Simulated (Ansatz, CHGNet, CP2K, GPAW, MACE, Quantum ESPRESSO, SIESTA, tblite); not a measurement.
## Random packing of 91Li3PO4-9P3N5 (mol %) (88 atoms): runs against a plane-wave reference

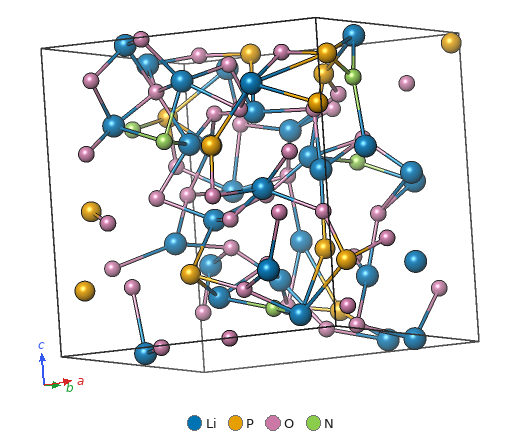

The cell (lithium blue, phosphorus orange, oxygen pink, nitrogen green). Bonds to atoms that aren't drawn are left out. Some periodic images of atoms are drawn too.

Density of this cell: 2.29 g/cm³. The cell holds 88 atoms: 30 Li, 13 P, 40 O and 5 N. Its edges and angles: a = 9.863 Å, b = 9.863 Å, c = 9.863 Å, α = 90.0°, β = 90.0°, γ = 90.0°. 88 atoms (30 Li, 13 P, 40 O, 5 N) packed at random in a cube at 2.29 g/cm³ and pushed apart as soft spheres, cations and anions kept from their own kind; a start for melting by ab initio MD, not an equilibrated structure. Then every atom was moved at random, 0.05 Å r.m.s. a Cartesian component.

Geometry: as built.

The reference, a calculation:

```
method                 : Kohn-Sham DFT, PBE, PAW, plane waves (Ansatz 0.2.0); cutoff 420 eV, Γ point, fermi-dirac smearing of 0.05 eV; PAW set soft_2
r.m.s. force component : 1.469 eV/Å
longest force          : 5.411 eV/Å
pressure               : -3.45 GPa
SCF cycles             : 15
time                   : 7.5 s on 8 threads of Arm Neoverse V2, shared host
CPU time               : 50 s
```

**Question.** The same geometry is run in other programs. How far does each lie from the reference, and what does it cost?
- tblite GFN1-xTB (tblite 0.8.0; 1 thread)
- GPAW PBE, LCAO dzp, h 0.18 Å (GPAW 26.7.0; 1 thread)
- SIESTA PBE, SZ, shift 0.01 Ry, mesh 500 Ry (SIESTA 5.4.2; 1 thread)
- SIESTA PBE, SZ, shift 0.02 Ry, mesh 500 Ry (SIESTA 5.4.2; 1 thread)
- SIESTA PBE, DZP, shift 0.01 Ry, mesh 500 Ry (SIESTA 5.4.2; 2 MPI ranks)
- QE PBE, sssp-1.3.0-efficiency, 60/480 Ry (Quantum ESPRESSO 7.5; 4 MPI ranks)
- CP2K PBE, DZVP-MOLOPT-SR, 280/50 Ry, diagonalisation (CP2K 2026.2; 2 threads)
- CP2K PBE, DZVP-MOLOPT-SR, 800/50 Ry, diagonalisation (CP2K 2026.2; 4 MPI ranks)
- CHGNet r2SCAN potential (CHGNet r2SCAN; 1 thread)
- GPAW PBE, LCAO sz(dzp), h 0.18 Å (GPAW 26.7.0; 1 thread)

Differences are against the plane-wave reference, forces as r.m.s. over components; share is that over the reference's r.m.s. force, slope the least-squares factor from reference forces to these. Total energies of different programs have different zeros and aren't compared.

```csv
run,"Δ force, r.m.s. (meV/Å)",share (%),slope,Δ pressure (GPa),cores,CPU time,memory (GiB)
reference,-,-,-,-,8,50 s,1.2
tblite GFN1-xTB,647,44.0,1.054,-5.49,1,6.1 s,0.12
"GPAW PBE, LCAO dzp, h 0.18 Å",326,22.2,0.899,-,1,8.1 min,1.5
"SIESTA PBE, SZ, shift 0.01 Ry, mesh 500 Ry (coarse)",1940,132,0.277,13.3,1,4.2 min,0.93
"SIESTA PBE, SZ, shift 0.02 Ry, mesh 500 Ry (coarse)",1787,122,0.335,6.23,1,3.7 min,0.81
"SIESTA PBE, DZP, shift 0.01 Ry, mesh 500 Ry",439,29.9,0.846,1.59,2,20 min,2.5
"QE PBE, sssp-1.3.0-efficiency, 60/480 Ry",29.4,2.00,0.991,-0.108,4,33 min,2.7
"CP2K PBE, DZVP-MOLOPT-SR, 280/50 Ry, diagonalisation (coarse)",111,7.56,0.991,1.26,2,23 min,0.99
"CP2K PBE, DZVP-MOLOPT-SR, 800/50 Ry, diagonalisation",63.1,4.30,0.992,0.852,4,35 min,5.2
CHGNet r2SCAN potential,641,43.6,1.150,-2.09,1,5.1 s,1.6
"GPAW PBE, LCAO sz(dzp), h 0.18 Å (coarse)",1930,131,0.268,-,1,2 min,1.1
```

Rows marked coarse were listed beforehand as settings not expected to be converged; some can still land near the reference.

Times of the machine-learned potentials are mostly Python's start and the loading of weights.

CPU time is summed over cores on a shared host, where runs went side by side, so it is rough. Symmetry, cutoffs, thresholds, outputs and thread counts weren't matched or tuned between programs; memory under MPI is the largest rank's times the ranks.

PBE on plane waves or a grid with other potentials, cutoffs or grids, coarse settings apart, differs from the reference by 2.0 % (QE PBE, sssp-1.3.0-efficiency, 60/480 Ry) of the r.m.s. force; this holds the reference's own error, so differences of a few per cent don't tell which side is nearer the exact PBE result (QE's 60 Ry are 816 eV, against the reference's 420 eV). The PBE runs in local orbitals, coarse settings apart, differ by 4.3 % (CP2K PBE, DZVP-MOLOPT-SR, 800/50 Ry, diagonalisation) to 30 % (SIESTA PBE, DZP, shift 0.01 Ry, mesh 500 Ry); basis, grid and potentials can all enter. Tight binding differs by 44 % (tblite GFN1-xTB); it is another model, with fitted parameters of its own, and the xTB methods hold dispersion. Machine-learned potentials differ by 44 % (CHGNet r2SCAN potential); they were trained on other programs' data, some at another functional. The cause of differences this large wasn't tested. Periodic xTB results under one method name differ between programs and library versions. Machine-learned potentials mimic data converged in k, so the reference's own k-point error enters their differences. The electronic-structure runs sample only Γ, in a cell whose shortest periodic width is 10 Å, which is coarse for a cell with partly filled levels.

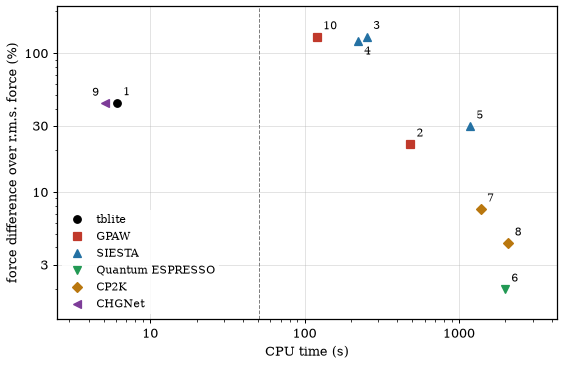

Force difference against CPU time; the dashed line marks the reference's time. Points: 1 tblite GFN1-xTB; 2 GPAW PBE, LCAO dzp, h 0.18 Å; 3 SIESTA PBE, SZ, shift 0.01 Ry, mesh 500 Ry; 4 SIESTA PBE, SZ, shift 0.02 Ry, mesh 500 Ry; 5 SIESTA PBE, DZP, shift 0.01 Ry, mesh 500 Ry; 6 QE PBE, sssp-1.3.0-efficiency, 60/480 Ry; 7 CP2K PBE, DZVP-MOLOPT-SR, 280/50 Ry, diagonalisation; 8 CP2K PBE, DZVP-MOLOPT-SR, 800/50 Ry, diagonalisation; 9 CHGNet r2SCAN potential; 10 GPAW PBE, LCAO sz(dzp), h 0.18 Å.

[Logs are printed without paths, hosts, clocks, repeated set-up lines and the standing remarks that a program may print on its own settings, such as how far it seeks lower states.]

[Hosts, paths, dates, database ids (printed as entryN), source tags and the programs' standing remarks are cut or masked in the printed files.]
